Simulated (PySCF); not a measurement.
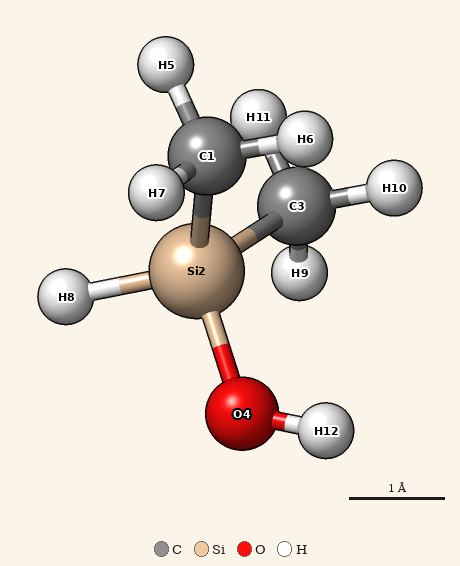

Fig. 1: The structure as given in the input (ball-and-stick view, seen at an oblique angle; atoms are numbered from 1 in the order of the input). Bond lengths as drawn: C–H 1.08 to 1.09 Å, C–Si 1.90 Å, H–O 0.95 Å, H–Si 1.46 Å and O–Si 1.63 Å.

Geometry relaxation, with input and output: C2H8OSi

C2H8OSi (dimethylsilanol), computed with PBE0-D3(BJ)/ma-def2-SVP geometry optimisation, gas phase (PySCF 2.14.0).

Input:
```
{"job": {"xc": "PBE0", "basis": "ma-def2-SVP", "d3": "d3bj", "grid": 1, "kind": "geom"}, "charge": 0, "multiplicity": 1}
C     -1.432871     0.760128     0.154593
Si    -0.069154    -0.363975    -0.551038
C      1.609530     0.215605     0.132709
O     -0.347345    -1.934400    -0.197461
H     -1.317518     1.783915    -0.185851
H     -1.425545     0.778719     1.242079
H     -2.416268     0.421795    -0.158641
H     -0.089154    -0.418912    -2.009786
H      2.407999    -0.449762    -0.181976
H      1.618881     0.244050     1.220004
H      1.858553     1.211772    -0.217563
H     -0.394711    -2.250306     0.700877
```

The first line tells a small driver script what to run in PySCF; the rest is the geometry in Å.

Run as:
```bash
OMP_NUM_THREADS=1 python <driver script> task.json out
```

Output:
```
step   0  E = -445.30462621  max force = 0.031488
step   1  E = -445.30827345  max force = 0.002642
step   2  E = -445.30848753  max force = 0.001398
step   3  E = -445.30851590  max force = 0.000706
step   4  E = -445.30852341  max force = 0.000306
optimisation converged
```

Trajectory as extended XYZ (Å, eV, eV/Å), 5 frames, from step=0 to step=4:
```
12
Properties=species:S:1:pos:R:3:forces:R:3 step=0 energy=-12117.35608
C    -1.4329    0.7601    0.1546    0.5517  -0.5851  -0.3913
Si   -0.0692   -0.3640   -0.5510    0.2962   1.6192   0.6533
C     1.6095    0.2156    0.1327   -0.7345  -0.3614  -0.3726
O    -0.3473   -1.9344   -0.1975   -0.2392  -1.3835   0.2071
H    -1.3175    1.7839   -0.1858    0.1230   0.5586  -0.2075
H    -1.4256    0.7787    1.2421    0.0988  -0.0469   0.5083
H    -2.4163    0.4218   -0.1586   -0.4718  -0.1980  -0.1901
H    -0.0891   -0.4189   -2.0098    0.0420   0.2713  -0.6151
H     2.4080   -0.4498   -0.1820    0.3735  -0.3538  -0.1961
H     1.6189    0.2440    1.2200   -0.1037  -0.0041   0.5096
H     1.8585    1.2118   -0.2176    0.0780   0.5678  -0.2149
H    -0.3947   -2.2503    0.7009   -0.0140  -0.0841   0.3093
12
Properties=species:S:1:pos:R:3:forces:R:3 step=1 energy=-12117.45533
C    -1.4421    0.7380    0.1296    0.0219   0.0492   0.1298
Si   -0.0655   -0.3580   -0.5230   -0.0010   0.0335  -0.0735
C     1.6088    0.2031    0.1120   -0.0012   0.0487   0.1244
O    -0.3454   -1.9717   -0.1206    0.0239   0.0956  -0.1273
H    -1.3178    1.7784   -0.2156    0.0264  -0.0413  -0.0082
H    -1.4480    0.7593    1.2331   -0.0077  -0.0040  -0.0331
H    -2.4323    0.3903   -0.2052    0.0465  -0.0298  -0.0213
H    -0.0650   -0.3029   -2.0166   -0.0224  -0.1359   0.0489
H     2.4151   -0.4680   -0.2239   -0.0526  -0.0088  -0.0205
H     1.6302    0.2297    1.2152    0.0046  -0.0076  -0.0324
H     1.8489    1.2197   -0.2431   -0.0427  -0.0298  -0.0077
H    -0.3836   -2.2159    0.8069    0.0045   0.0300   0.0209
12
Properties=species:S:1:pos:R:3:forces:R:3 step=2 energy=-12117.46115
C    -1.4282    0.7362    0.1403   -0.0585   0.0269  -0.0289
Si   -0.0645   -0.3563   -0.5383   -0.0156  -0.0719   0.0628
C     1.5946    0.2164    0.1185    0.0653   0.0025  -0.0267
O    -0.3388   -1.9723   -0.1422    0.0159   0.0545  -0.0050
H    -1.2997    1.7778   -0.1996    0.0015  -0.0264   0.0098
H    -1.4289    0.7458    1.2431    0.0134  -0.0119  -0.0224
H    -2.4182    0.3906   -0.1976    0.0223   0.0116   0.0070
H    -0.0733   -0.3500   -2.0303    0.0002   0.0135   0.0224
H     2.4046   -0.4485   -0.2216   -0.0156   0.0208   0.0063
H     1.6091    0.2344    1.2211   -0.0160  -0.0073  -0.0222
H     1.8249    1.2365   -0.2324   -0.0143  -0.0237   0.0096
H    -0.3777   -2.2090    0.7881    0.0014   0.0114  -0.0126
12
Properties=species:S:1:pos:R:3:forces:R:3 step=3 energy=-12117.46192
C    -1.4352    0.7322    0.1335    0.0043  -0.0047   0.0085
Si   -0.0632   -0.3612   -0.5274   -0.0074   0.0015  -0.0363
C     1.5980    0.2234    0.1137   -0.0026  -0.0088   0.0079
O    -0.3302   -1.9734   -0.1228    0.0069   0.0005   0.0272
H    -1.3031    1.7721   -0.2068    0.0033   0.0020  -0.0002
H    -1.4432    0.7423    1.2357   -0.0039   0.0026   0.0030
H    -2.4209    0.3849   -0.2118   -0.0017  -0.0025  -0.0032
H    -0.0731   -0.3637   -2.0184    0.0006   0.0060  -0.0038
H     2.4087   -0.4356   -0.2327    0.0033   0.0004  -0.0028
H     1.6185    0.2401    1.2157    0.0042   0.0004   0.0028
H     1.8167    1.2447   -0.2379   -0.0067   0.0035  -0.0005
H    -0.3695   -2.2041    0.8087   -0.0003  -0.0009  -0.0027
12
Properties=species:S:1:pos:R:3:forces:R:3 step=4 energy=-12117.46213
C    -1.4384    0.7257    0.1308    0.0121  -0.0051   0.0029
Si   -0.0621   -0.3646   -0.5264   -0.0030   0.0157  -0.0122
C     1.5972    0.2304    0.1105   -0.0110  -0.0056   0.0029
O    -0.3208   -1.9747   -0.1101    0.0035  -0.0110   0.0078
H    -1.3057    1.7659   -0.2078   -0.0005   0.0060  -0.0013
H    -1.4505    0.7345    1.2329   -0.0037   0.0023   0.0056
H    -2.4222    0.3775   -0.2188   -0.0050  -0.0027  -0.0028
H    -0.0726   -0.3714   -2.0172   -0.0018  -0.0050  -0.0067
H     2.4114   -0.4218   -0.2402    0.0065  -0.0013  -0.0027
H     1.6211    0.2451    1.2123    0.0043   0.0006   0.0055
H     1.8063    1.2540   -0.2399   -0.0015   0.0061  -0.0014
H    -0.3599   -2.1991    0.8229    0.0001   0.0001   0.0025
```

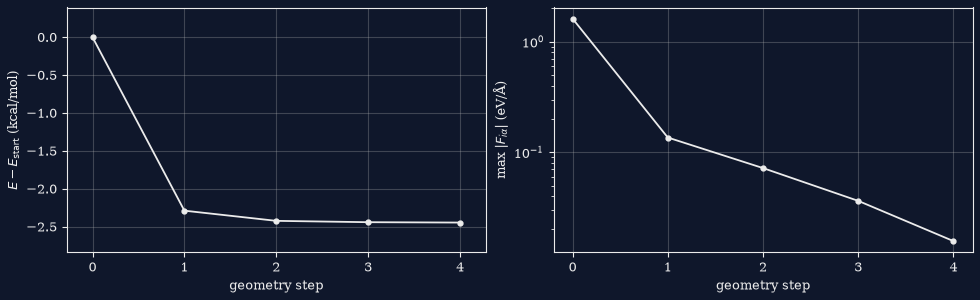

Fig. 2: Progress of the relaxation, step by step (steps are counted from 0).

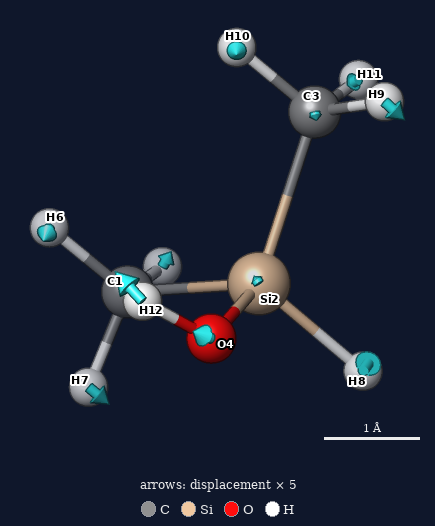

Fig. 3: The starting structure with the displacements as teal arrows, magnified 5 times (ball-and-stick view, seen at a tilt). The two geometries are laid on each other by the best rigid fit. H12 moves most after the best rigid fit: 0.090 Å. Largest moves by element: H 0.090 Å, O 0.060 Å, C 0.022 Å, Si 0.020 Å. Among the contacts that change: Si2–O4 1.634 → 1.683 Å, Si2–H8 1.460 → 1.491 Å, C1–Si2 1.903 → 1.875 Å, C3–H11 1.085 → 1.102 Å. Among the angles that change: Si2–O4–H12 122.1° → 118.0°, O4–Si2–H8 100.2° → 104.0°, C3–Si2–H8 112.5° → 110.3°. After 4 geometry steps the energy has fallen by 2.45 kcal/mol. The largest force component goes from 1.6 to 0.016 eV/Å. (Atoms are counted from 1 in the order of the input.)

Key numbers:

- outcome: converged
- total energy: −445.308523 hartree
- dipole moment: 2.09 D
- point group: Cs
- hardware: 1 CPU thread, shared host
- wall time: 23 s
- peak memory: 0.46 GiB
